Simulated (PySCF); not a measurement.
C2H11NSi2

```yaml
atoms:
  - { symbol: C, position_ang: [-1.8633, 0.6175, -0.0319] }
  - { symbol: C, position_ang: [-1.3874, -0.3783, 1.0214] }
  - { symbol: Si, position_ang: [0.0529, -1.4652, 0.4446] }
  - { symbol: Si, position_ang: [1.7622, -0.0858, -0.3922] }
  - { symbol: N, position_ang: [1.7784, 1.3560, 0.5885] }
  - { symbol: H, position_ang: [-1.0659, 1.3378, -0.2743] }
  - { symbol: H, position_ang: [-2.1573, 0.1154, -0.9678] }
  - { symbol: H, position_ang: [-2.7344, 1.1937, 0.3182] }
  - { symbol: H, position_ang: [-1.0531, 0.1574, 1.9268] }
  - { symbol: H, position_ang: [-2.2091, -1.0395, 1.3465] }
  - { symbol: H, position_ang: [0.5544, -2.3048, 1.5820] }
  - { symbol: H, position_ang: [-0.3939, -2.4014, -0.6388] }
  - { symbol: H, position_ang: [1.4511, 0.3403, -1.7939] }
  - { symbol: H, position_ang: [3.0609, -0.8443, -0.4710] }
  - { symbol: H, position_ang: [1.8183, 1.2515, 1.5969] }
  - { symbol: H, position_ang: [2.3539, 2.1406, 0.2996] }
```

Geometry: PBE0-D3(BJ)/def2-SVP.

Level of theory: PBE0/pcSseg-1, SCF density, gas phase, non-relativistic in PySCF.

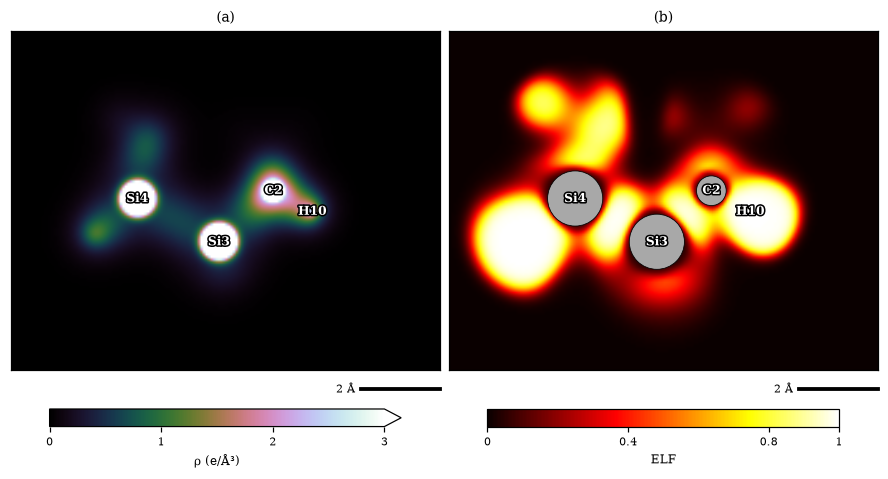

Figure 1. (a) total electron density; (b) ELF on the plane of atoms Si3, C2 and H10. Grey discs cover the atomic cores in the ELF map.

> What does the map show?

The plane passes through C, Si and H nuclei.
C–Si (1.89 Å): ρ is about 0.92 e/Å³ halfway; the ELF peaks at about 0.95 between the atoms (a shared electron pair).
Si–Si (2.35 Å): ρ at the midpoint is about 0.65 e/Å³; the ELF peaks at about 1 between the atoms; a covalent bond.
C–H (1.10 Å): the density is about 1.9 e/Å³ at the midpoint; the ELF climbs to about 1 towards the hydrogen, as it does in any bond to H (a covalent bond by its length).

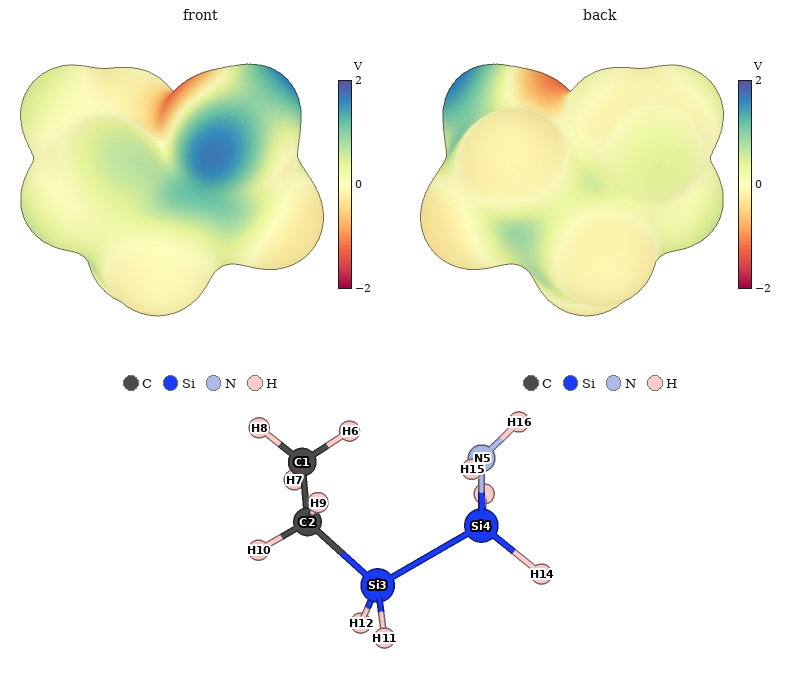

Figure 2. The electrostatic potential painted on the density surface at 0.002 e/bohr³, seen from the front and from behind; the colour scale runs from red (negative) to blue (positive). The bare structure is drawn below in the same view.

> Where is the surface potential most negative and most positive?

The most negative region (about −1.1 V, or −25 kcal/mol for a unit charge) lies over N5, the most positive (about +1.7 V, or +39 kcal/mol for a unit charge) over H15 and H16. N5 is the likeliest acceptor of a hydrogen bond.
